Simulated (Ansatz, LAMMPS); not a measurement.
# Glassy CaAl2Si6O16 (125 atoms): a short ab initio trajectory

Wanted: a short trajectory of glassy CaAl2Si6O16 (125 atoms) with its pair distributions.

Main program and level: Ansatz 0.2.0; Kohn-Sham DFT, PBE, PAW (set soft_2), plane waves.

**What experiment says.** A Ca0.125Al0.25Si0.75O2 glass plate was measured by high-energy x-ray diffraction at 20 K and the Ca-O distance was fitted in the PDF (“Polyhedral units and network connectivity in calcium aluminosilicate glasses from high-energy x-ray diffraction”, 2000, arxiv:cond-mat/0007490): nearest Ca–O distance 2.32 Å; number of O about Ca 5.3.

### Step 1. Starting point

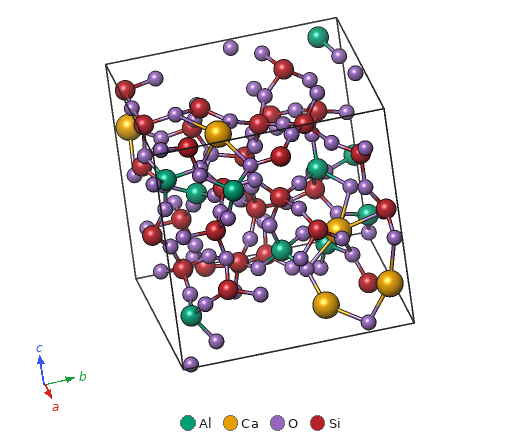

The starting structure, seen from a free direction (aluminium teal, calcium orange, oxygen purple, silicon red). Bonds to atoms that aren't drawn are left out. Some periodic images of atoms are drawn too.

The cell holds 125 atoms: 10 Al, 5 Ca, 80 O and 30 Si. Cell: a = 11.726 Å, b = 11.726 Å, c = 11.726 Å, α = 90.0°, β = 90.0°, γ = 90.0°. 125 atoms (10 Al, 5 Ca, 80 O, 30 Si) placed at random at 2.61 g/cm³, melted at 4500 K for 20 ps at fixed volume with the Morse and Coulomb pair potential with partial charges (Pedone, Malavasi, Menziani, Cormack and Segre, J. Phys. Chem. B 110, 11780 (2006)). Quenched from 4500 K to 300 K at 10 K/ps and fixed volume, held 20 ps at zero pressure.

Before any run, some limits are plain. The quench rate of 10 K/ps is many orders above laboratory rates, so the cell is likely richer in defects and strain than a real sample. The starting topology of bonds comes from the classical model. Sampling is at Γ alone, for a cell whose shortest periodic width is 12 Å.

### Step 2. Single point at the start

The forces at the start show how far the geometry lies from a minimum of this functional.

The input, input.yaml:

```yaml
crystal:
  lattice:
    - [11.72554, 0.0, 0.0]
    - [0.0, 11.72554, 0.0]
    - [0.0, 0.0, 11.72554]
  atoms:
    - { symbol: Al, position: [0.76085, 0.10035, 0.12857] }
    - { symbol: Al, position: [0.00569, 0.9103, 0.93027] }
    - { symbol: Al, position: [0.98904, 0.31909, 0.7613] }
    - { symbol: Al, position: [0.62831, 0.0934, 0.70774] }
    [... 115 atom lines left out ...]
    - { symbol: Si, position: [0.26778, 0.05387, 0.6268] }
    - { symbol: Si, position: [0.28315, 0.50736, 0.33841] }
    - { symbol: Si, position: [0.81102, 0.90266, 0.73124] }
    - { symbol: Si, position: [0.1892, 0.19879, 0.31454] }
    - { symbol: Si, position: [0.11271, 0.54728, 0.04127] }
    - { symbol: Si, position: [0.92768, 0.54709, 0.84501] }
kpoints:
  mp_grid: { grid: [1, 1, 1] }
hamiltonian:
  xc: pbe
scf:
  occupations: { method: fixed }
output:
  forces: true
```

Started as:

```
ansatz run input.yaml --threads 4 --pin off --max-ram 8192MiB --backend cpu --events-out ev --progress --plain --runs-dir out
```

Wall time 21 s (4 threads of Arm Neoverse V1, shared host); peak memory 2.1 GiB.

The run gave:

```yaml
free_energy: -79068.2628 eV
free_energy_per_atom: -632.5461 eV/atom
scf_cycles: 10
r_m_s_force_component: 1.293 eV/Å
longest_force: 6.305 eV/Å
fermi_energy: 4.817 eV
```

The r.m.s. force component of 1.3 eV/Å sets the starting point.

Neighbours are counted within 2.12 Å (O-Si), 2.48 Å (O-Al), 2.83 Å (O-Ca).

Length of the force by element and coordination:

```
element  coordination  atoms  mean length of the force (eV/Å)  spread  least   most
     Al           all     10                             1.47   0.358  0.887   2.13
     Ca           all      5                            0.835   0.363  0.323   1.35
     Ca             4      1                            0.555       0  0.555  0.555
     Ca             5      2                            0.686   0.362  0.323   1.05
     Ca             6      2                             1.12   0.228  0.896   1.35
      O           all     80                             1.75   0.894  0.292   4.15
      O             2     54                             1.82   0.960  0.465   4.15
      O             3     26                             1.59   0.713  0.292   3.18
     Si           all     30                             2.80    1.36  0.508   6.30
```

### Step 3. Dynamics at 300 K

A Langevin thermostat couples each atom to a heat bath, at the price of damped dynamics. The time step is 1.0 fs.

input.yaml, as its differences from that of step 2:

```diff
@@ -15 +15,8 @@
   forces: true
+md:
+  timestep: 1.0
+  n_steps: 182
+  ensemble: nvt_langevin
+  temperature: 300
+  initial_velocities: maxwell_boltzmann
+  seed: 478
```

Wall time 45 min (4 threads); peak memory 2.2 GiB; 2.9 h of CPU time.

The program notes that it switched symmetry off.

Rows from the run:

| time (fs) | T (K) | potential (meV/atom) |
| --- | --- | --- |
| 0.0 | 298 | 0.0 |
| 12.0 | 438 | -19.1 |
| 24.0 | 422 | -22.1 |
| 36.0 | 359 | -12.9 |
| 49.0 | 420 | -22.8 |
| 61.0 | 370 | -21.7 |
| 73.0 | 372 | -24.0 |
| 85.0 | 335 | -23.5 |
| 97.0 | 339 | -26.9 |
| 109.0 | 353 | -32.2 |
| 121.0 | 365 | -34.2 |
| 133.0 | 296 | -28.3 |
| 146.0 | 309 | -32.8 |
| 158.0 | 311 | -34.0 |
| 170.0 | 308 | -33.6 |
| 182.0 | 325 | -32.4 |

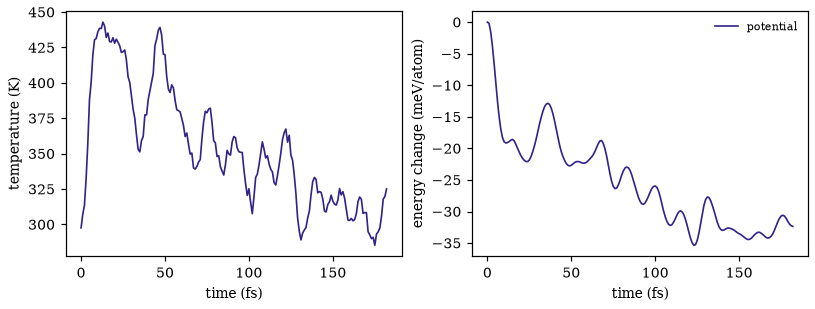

Temperature and energies against time.

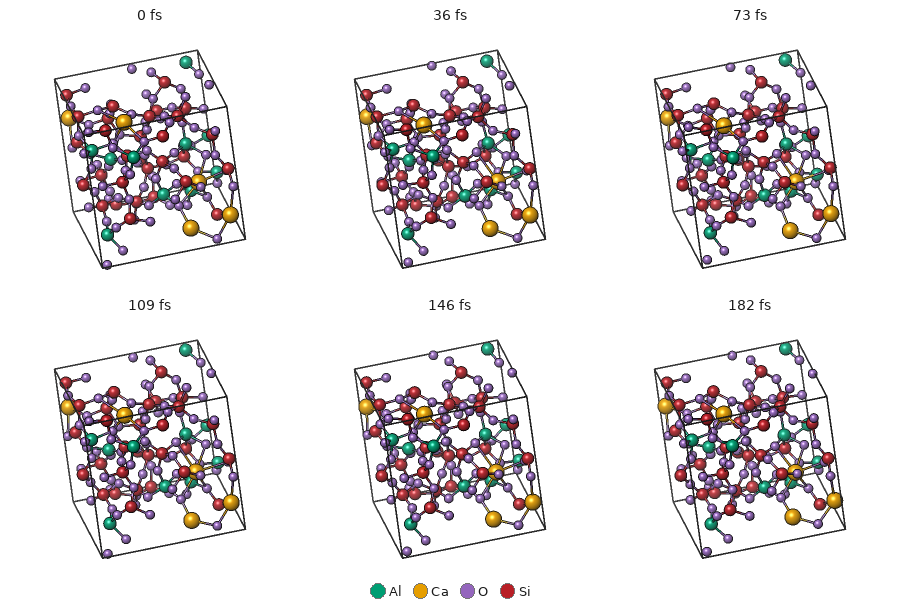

6 frames of the run. Bonds to atoms that aren't drawn are left out.

Mean square displacement from the first frame to the last: Al 0.051 Å², Ca 0.10 Å², O 0.083 Å², Si 0.047 Å².

The mean square displacement by time lag:

```
time lag (fs)  Al (Å²)  Ca (Å²)   O (Å²)  Si (Å²)
          1.0   3.2e-5   2.0e-5   5.5e-5   3.2e-5
          8.0  0.00189  0.00126  0.00323  0.00186
         16.0  0.00640  0.00482   0.0104  0.00571
         27.0   0.0132   0.0125   0.0209  0.00995
         34.0   0.0166   0.0185   0.0273   0.0119
         42.0   0.0196   0.0259   0.0344   0.0141
         49.0   0.0218   0.0326   0.0394   0.0161
         57.0   0.0239   0.0401   0.0433   0.0185
         64.0   0.0253   0.0461   0.0462   0.0206
         76.0   0.0270   0.0547   0.0513   0.0235
         83.0   0.0276   0.0587   0.0538   0.0247
         91.0   0.0288   0.0628   0.0565   0.0263
```

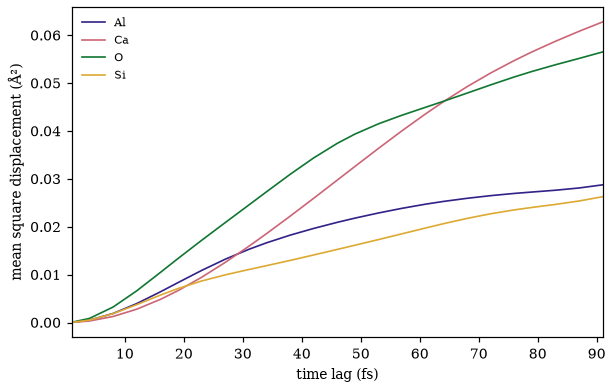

Mean square displacement against time lag.

Over the second half of 182 fs the temperature averages 323 K, falling from about 341 to 305 K (means over the first and last quarter of that half). From first frame to last Ca has the largest mean square displacement, 0.10 Å² at the end; the farthest move is 0.58 Å. The count of bonds goes from 190 in the first frame to 190 in the last, by one set of cutoffs: 1 pairs passed out of them and 1 came within. The run spans 0.18 ps, too short for its means to be equilibrium values.

### Step 4. Local order late in the run

The g(r) is a mean over the second half; what follows it is taken at the last frame.

Bonds before and after, by the cutoffs listed below:

```csv
pair,bonds before,bonds after,mean before (Å),mean after (Å),spread before (Å),spread after (Å)
O-Si,120,120,1.618,1.636,0.050,0.043
O-Al,40,40,1.754,1.770,0.089,0.072
O-Ca,30,30,2.544,2.461,0.214,0.204
```

Density 2.67 g/cm³, 12.90 Å³ an atom.

Mean of 15 frames. Pair distribution functions g(r), in bins of 0.2 Å:

| r (Å) | total | O-O | O-Si | O-Al | O-Ca | Si-Si | Si-Al |
| --- | --- | --- | --- | --- | --- | --- | --- |
| 1.50 | 0.83 | 0.00 | 2.71 | 0.00 | 0.00 | 0.00 | 0.00 |
| 1.70 | 3.62 | 0.00 | 9.28 | 7.50 | 0.00 | 0.00 | 0.00 |
| 1.90 | 0.27 | 0.00 | 0.01 | 2.58 | 0.06 | 0.00 | 0.00 |
| 2.10 | 0.06 | 0.00 | 0.00 | 0.16 | 0.84 | 0.00 | 0.00 |
| 2.30 | 0.14 | 0.02 | 0.00 | 0.00 | 2.63 | 0.00 | 0.00 |
| 2.50 | 0.73 | 1.42 | 0.00 | 0.02 | 2.87 | 0.00 | 0.00 |
| 2.70 | 1.75 | 4.07 | 0.05 | 0.14 | 0.98 | 0.00 | 0.14 |
| 2.90 | 0.87 | 1.48 | 0.11 | 0.31 | 0.65 | 1.27 | 1.81 |
| 3.10 | 1.00 | 0.91 | 0.37 | 0.31 | 0.46 | 3.99 | 4.45 |
| 3.30 | 0.84 | 0.73 | 0.74 | 0.75 | 0.59 | 1.11 | 1.73 |
| 3.50 | 0.85 | 0.62 | 1.29 | 1.05 | 0.59 | 0.03 | 0.14 |
| 3.70 | 0.96 | 0.61 | 1.46 | 1.31 | 0.71 | 0.37 | 0.16 |
| 3.90 | 1.08 | 0.64 | 1.58 | 1.43 | 1.27 | 1.23 | 0.50 |
| 4.10 | 1.27 | 0.70 | 2.20 | 1.43 | 1.00 | 0.87 | 1.04 |
| 4.30 | 1.17 | 0.81 | 1.54 | 1.91 | 0.99 | 0.95 | 1.17 |
| 4.50 | 0.95 | 0.91 | 0.89 | 1.18 | 1.12 | 1.00 | 1.22 |
| 4.70 | 0.99 | 1.18 | 0.65 | 0.79 | 1.20 | 1.59 | 1.40 |
| 4.90 | 1.04 | 1.46 | 0.56 | 0.72 | 1.17 | 1.08 | 1.21 |
| 5.10 | 1.08 | 1.57 | 0.53 | 0.55 | 1.44 | 1.35 | 1.05 |
| 5.30 | 1.06 | 1.29 | 0.79 | 0.89 | 0.94 | 1.40 | 1.23 |
| 5.50 | 0.95 | 0.95 | 0.95 | 1.05 | 0.61 | 1.05 | 0.77 |
| 5.70 | 0.99 | 0.85 | 1.11 | 1.04 | 0.82 | 0.89 | 1.31 |

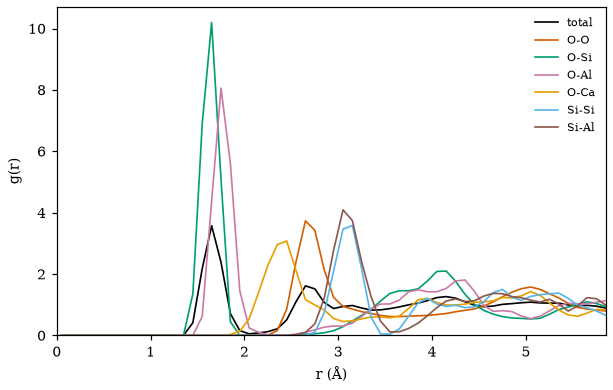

Pair distribution functions, lightly smoothed.

Bonds by pair of elements; cutoffs follow the first minimum of g(r), held within bounds set by covalent radii, and pairs that aren't listed don't count as bonded:

| pair A-B | cutoff (Å) | bonds | mean length (Å) | spread (Å) | shortest (Å) | B about A | A about B |
| --- | --- | --- | --- | --- | --- | --- | --- |
| O-Si | 2.12 | 120 | 1.64 | 0.043 | 1.55 | 1.5 | 4 |
| O-Al | 2.38 | 40 | 1.77 | 0.072 | 1.64 | 0.5 | 4 |
| O-Ca | 3.08 | 30 | 2.46 | 0.204 | 2.06 | 0.375 | 6 |

How many atoms have how many bonded neighbours:

```csv
element,mean,2,3,4,5,6,7
Al,4,0,0,10,0,0,0
Ca,6,0,0,0,2,1,2
O,2.38,50,30,0,0,0,0
Si,4,0,0,30,0,0,0
```

Bond angles (no mean is given where the spread exceeds 20°):

| angle | count | mean (°) | spread (°) |
| --- | --- | --- | --- |
| O-Si-O | 180 | 109 | 5.9 |
| O-Ca-O | 77 | - | - |
| O-Al-O | 60 | 109 | 10.1 |
| Si-O-Si | 43 | 144 | 14.7 |
| Al-O-Si | 37 | 134 | 16.1 |

Oxygen atoms by the number of network formers (Si, P, Ge, B, Al, As, Ga) bound to them:

```
network formers bound to O  O atoms  per cent
                         0        0         0
                         1        3       3.8
                         2       74      92.5
                         3        3       3.8
```

Network units: each former by its oxygen neighbours and how many of them bridge to another former:

| former | O neighbours | bridging O | atoms |
| --- | --- | --- | --- |
| Si | 4 | 3 | 1 |
| Si | 4 | 4 | 29 |
| Al | 4 | 3 | 2 |
| Al | 4 | 4 | 8 |

Bond length by coordination (bonds to H left out):

| element | coordination | atoms | mean bond length (Å) |
| --- | --- | --- | --- |
| Ca | 5 | 2 | 2.38 |
| Ca | 6 | 1 | 2.51 |
| Ca | 7 | 2 | 2.5 |
| O | 2 | 50 | 1.65 |
| O | 3 | 30 | 1.96 |

Rings of the network by King's shortest-path rule, up to 12 atoms, one path for each pair of neighbours; H, halogens, alkali and alkaline-earth atoms are left out, and the last column divides by all other atoms, bonded or not:

```csv
ring size (atoms),rings,per network atom
6,2,0.017
8,5,0.042
10,19,0.158
12,20,0.167
```

For some of the pairs, g(r) has its first main peak near 2.7 Å (O-O), 1.6 Å (O-Si), 1.8 Å (O-Al), 2.4 Å (O-Ca), 3.1 Å (Si-Si) and 3.1 Å (Si-Al). By these cutoffs all Al atoms have 4, 40 % of Ca atoms have 5 and as many 7, 62 % of O atoms have 2 and all Si atoms have 4 bonded neighbours. The O-Si-O angle averages 109° with a spread of 6°. 92 % of the oxygens bridge two formers (Si and Al) and 4 % are non-bridging; 4 % join three. The commonest Si unit has 4 oxygens, 4 of them shared with other formers (29 of 30 atoms). Rings of 12 atoms are the most common (43 % of those counted); sizes run from 6 to 12, where the search stops.

### Step 5. Single point at the last frame

The last frame is solved once more, with the analyses that the dynamics left out.

The input, input.yaml:

```yaml
crystal:
  lattice:
    - [11.72554, 0.0, 0.0]
    - [0.0, 11.72554, 0.0]
    - [0.0, 0.0, 11.72554]
  atoms:
    - { symbol: Al, position: [0.75654, 0.12675, 0.12699] }
    - { symbol: Al, position: [0.9917, 0.91373, 0.95033] }
    - { symbol: Al, position: [0.97789, 0.31385, 0.76946] }
    - { symbol: Al, position: [0.62278, 0.09659, 0.70833] }
    [... 115 atom lines left out ...]
    - { symbol: Si, position: [0.26074, 0.0436, 0.6365] }
    - { symbol: Si, position: [0.28745, 0.51327, 0.35952] }
    - { symbol: Si, position: [0.80717, 0.90358, 0.73639] }
    - { symbol: Si, position: [0.20328, 0.19044, 0.32859] }
    - { symbol: Si, position: [0.11164, 0.53679, 0.04347] }
    - { symbol: Si, position: [0.92916, 0.55326, 0.85051] }
kpoints:
  mp_grid: { grid: [1, 1, 1] }
hamiltonian:
  xc: pbe
scf:
  occupations: { method: fixed }
output:
  forces: true
  stress: true
  populations: true
  dos:
    method: { smearing: { sigma: 0.1 } }
    de: 0.1
    projected: { site_lists: { Al: [Al], Ca: [Ca], O: [O], Si: [Si] } }
  eigenvalues: true
  write_density: true
  write_potential: true
  volumetric_format: npy
  elf: true
```

Wall time 40 s (4 threads); peak memory 2.3 GiB; 2.6 min of CPU time.

Numbers from this run:

```
free energy                                      : -79072.3079 eV
free energy per atom                             : -632.5785 eV/atom
SCF cycles                                       : 9
pressure                                         : 2.486 GPa
r.m.s. force component                           : 0.8436 eV/Å
longest force                                    : 3.114 eV/Å
Fermi energy                                     : 4.751 eV
gap (highest filled to lowest empty level) : 3.057 eV
spilling of the projection                       : 0.01277
```

Neighbours are counted within 2.12 Å (O-Si), 2.38 Å (O-Al), 3.08 Å (O-Ca), the cutoffs taken from the dynamics.

Length of the force by element and coordination:

| element | coordination | atoms | mean length of the force (eV/Å) | spread | least | most |
| --- | --- | --- | --- | --- | --- | --- |
| Al | all | 10 | 1.56 | 0.523 | 0.738 | 2.32 |
| Ca | all | 5 | 0.852 | 0.365 | 0.330 | 1.36 |
| Ca | 5 | 2 | 1.24 | 0.116 | 1.13 | 1.36 |
| Ca | 6 | 1 | 0.840 | 0 | 0.840 | 0.840 |
| Ca | 7 | 2 | 0.467 | 0.138 | 0.330 | 0.605 |
| O | all | 80 | 1.15 | 0.646 | 0.210 | 2.97 |
| O | 2 | 50 | 1.14 | 0.648 | 0.279 | 2.61 |
| O | 3 | 30 | 1.17 | 0.641 | 0.210 | 2.97 |
| Si | all | 30 | 1.63 | 0.742 | 0.223 | 3.11 |

(Part 1 of 2 ends here.)

[Logs are printed without paths, hosts, clocks, repeated set-up lines and the standing remarks that a program may print on its own settings, such as how far it seeks lower states.]

[Hosts, paths, dates, database ids (printed as entryN), source tags and the programs' standing remarks are cut or masked in the printed files.]
